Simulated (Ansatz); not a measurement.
**BCCD(T)/STO-3G run of BH3Br− (SMILES [BH3-]Br)**

What is the vertical ionisation energy of BH3Br− at BCCD(T)/STO-3G? 

The calculation is run with Ansatz 0.2.0.

11 further runs of the same task are left out: 8 that didn't finish, 3 set aside as unsound or not needed.

## (1) The structure to begin with

BH3Br−: 5 atoms, total charge -1, spin state singlet. As SMILES, `[BH3-]Br`. The shape is that of a GFN2-xTB optimisation.

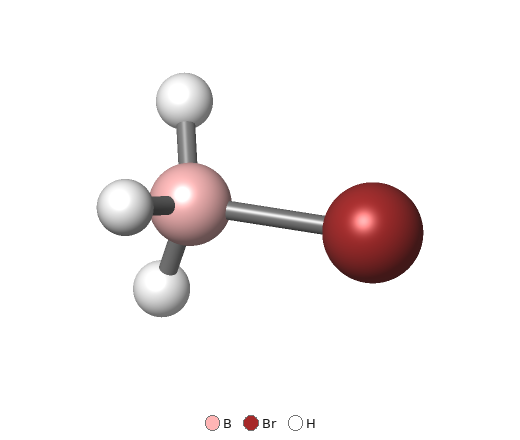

The structure, seen from a chosen angle (boron pink, bromine red, hydrogen white).

## (2) A single-point energy at BCCD(T)/STO-3G

The input, run.yaml:

```yaml
crystal:
  periodic: [false, false, false]
  atoms:
    - {symbol: B, position_ang: [0.105540, -0.047320, 0.145720]}
    - {symbol: Br, position_ang: [-1.044180, 0.467760, -1.441330]}
    - {symbol: H, position_ang: [1.234050, -0.217200, -0.260310]}
    - {symbol: H, position_ang: [-0.352540, -1.066680, 0.613040]}
    - {symbol: H, position_ang: [0.057130, 0.863440, 0.942890]}
basis:
  gaussian:
    orbitals: STO-3G
total_charge: -1
correlation:
  method: bccd_t
  frozen_orbitals: {B: 1, Br: 9, H: 0}
accuracy: high
scf:
  omitted_lower_state_checks: [cluster_reference, increment]
```

The run is started by

```
$ ansatz run run.yaml --threads 1 --pin off --max-ram 2610MiB --events-out events.jsonl --progress --plain --runs-dir runs
```

The log of the run, shortened:

```text
Warning: RAYON_NUM_THREADS=1 ignored (pool sized by the plan → 1); use --threads N
Functional definition: HF
  name "HF"
[...]
364 factors; integrals over basis functions are off by at most 3.8e-8 eV
[...]
mean field -69953.02842956 eV, -2570.7263789205 hartree, gradient 9.4e-8 eV, S^2 0.000000; 0 other end points of the search recorded, 0 dependent functions left out
10 core orbitals not correlated: weight in the atoms' cores, before any rotation towards them, 1.000 or more for the frozen orbitals, at most 0.000 for the correlated occupied ones
reference -69953.02842956 eV, -2570.7263789205 hartree; 12, 12 occupied and 4, 4 virtual orbitals, 364 factors
second order -1.25252211 eV of doubles, -0.00000000 eV of singles
cycle   1  -1.57819791 eV  change   -3.3e-1 eV  update   4.4e-2
[...]
cycle  15  -1.74676546 eV  change   4.6e-10 eV  update  7.4e-10
perturbative correction -0.01245189 eV, -0.0004575987 hartree
Total energy: -69954.78764691 eV, -2570.7910289658 hartree
Checks for a lower state left out: cluster_reference, increment
```

Run time: 0.28 s. Hardware: 1 thread of Arm Neoverse V1, shared host.

## (3) Doublet neutral BH3Br at the same level

The input, molecule.yaml:

```yaml
crystal:
  periodic: [false, false, false]
  atoms:
    - {symbol: B, position_ang: [0.105540, -0.047320, 0.145720]}
    - {symbol: Br, position_ang: [-1.044180, 0.467760, -1.441330]}
    - {symbol: H, position_ang: [1.234050, -0.217200, -0.260310]}
    - {symbol: H, position_ang: [-0.352540, -1.066680, 0.613040]}
    - {symbol: H, position_ang: [0.057130, 0.863440, 0.942890]}
basis:
  gaussian: {orbitals: STO-3G}
scf: {omitted_lower_state_checks: [cluster_reference, increment]}
correlation: {method: bccd_t, frozen_orbitals: {B: 1, Br: 9, H: 0}}
accuracy: high
magnetization: {spin_polarized: true, initial_magnetization: 1}
```

The run is started by

```
$ ansatz run molecule.yaml --threads 1 --pin off --max-ram 2610MiB --events-out events.jsonl --progress --plain --runs-dir runs
```

The log of the run, shortened:

```text
Warning: RAYON_NUM_THREADS=1 ignored (pool sized by the plan → 1); use --threads N
[... 2 set-up lines as earlier in the session ...]
[...]
364 factors; integrals over basis functions are off by at most 3.8e-8 eV
[...]
mean field -69952.63191389 eV, -2570.7118072384 hartree, gradient 5.3e-12 eV, S^2 0.752229; 6 other end points of the search recorded, 0 dependent functions left out
10 core orbitals not correlated: weight in the atoms' cores, before any rotation towards them, 1.000 or more for the frozen orbitals, at most 0.000 for the correlated occupied ones
reference -69952.63191389 eV, -2570.7118072384 hartree; 12, 11 occupied and 4, 5 virtual orbitals, 364 factors
second order -1.25557913 eV of doubles, -0.00000000 eV of singles
cycle   1  -1.60859869 eV  change   -3.5e-1 eV  update   5.0e-2
[...]
cycle  44  -1.83052171 eV  change   6.0e-10 eV  update   2.2e-9
perturbative correction -0.01829811 eV, -0.0006724432 hartree
Total energy: -69954.48073371 eV, -2570.7797501136 hartree
Checks for a lower state left out: cluster_reference, increment
```

Run time: 3.6 s. Hardware: 1 thread of Arm Neoverse V1, shared host; peak memory 0.09 GiB.

## (4) What came out

Level: BCCD(T)/STO-3G, 10 core orbitals frozen.

| quantity | value |
| --- | --- |
| singlet BH3Br−: total energy | -2570.79103 Eh |
| singlet BH3Br−: correlation energy (10 core orbitals frozen) | -64.7 mEh |
| singlet BH3Br−: (T) correction | -0.46 mEh |
| doublet neutral BH3Br: total energy | -2570.77975 Eh |
| doublet neutral BH3Br: correlation energy (10 core orbitals frozen) | -67.9 mEh |
| doublet neutral BH3Br: (T) correction | -0.67 mEh |
| doublet neutral BH3Br: ⟨S²⟩ of the reference determinant | 0.752 |
| vertical detachment energy (to the doublet neutral) | 0.307 eV |

Removing an electron at fixed nuclei costs 0.31 eV (29.6 kJ/mol). In a minimal basis such a difference can be off by several eV, whatever the method. The triples (singlet BH3Br−) make up 0.7 % of the correlation energy. The triples (doublet neutral BH3Br) make up 1.0 % of the correlation energy.
